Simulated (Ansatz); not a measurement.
Sr3Zr2O7: pressure series

Start from Sr3Zr2O7 (space group I4/mmm, No. 139; a = 4.1221 Å, c = 20.8103 Å; a cell from a computed database, its experimental status unchecked).

Cell and atoms are relaxed at each pressure.

All numbers come from PBEsol, PAW, 420 eV (Ansatz, a quantum-chemistry and plane-wave program; spin-orbit coupling left out).

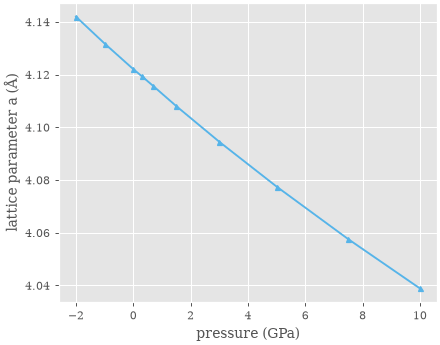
Figure: Lattice parameter a against pressure

```
pressure (GPa)  lattice parameter a
--------------  -------------------
-2                          4.142 Å
-1                          4.132 Å
0.3                         4.119 Å
0.7                         4.116 Å
1.5                         4.108 Å
3                           4.095 Å
5                           4.078 Å
7.5                         4.058 Å
10                          4.039 Å
```

Load acts through the strain it causes; cell and atoms are relaxed under it. Stability against distortions was not tested. No other phases were tried under pressure.
